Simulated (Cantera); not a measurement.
Feed: 1 mol MgO, 19 mol F2, held at 10.0 mbar.

Equilibrium computed with Cantera from the NASA thermochemical tables; the gas is ideal and each condensed phase is pure. Candidate condensed phases: Mg, MgF2, MgO; 14 gas species. Rates play no part.

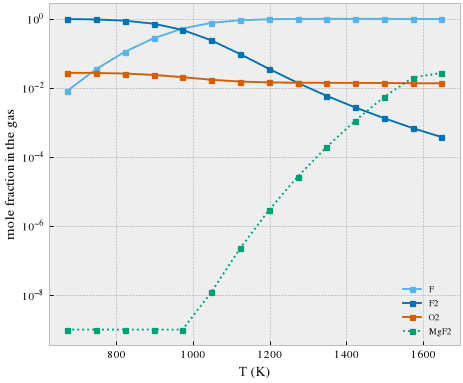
*Equilibrium gas composition (values under 1e-9 drawn at 1e-9)*

From 673 K to 1498 K the condensed part is MgF2(s). At 1573 K the condensed part is MgF2(l). At 1648 K nothing is condensed.
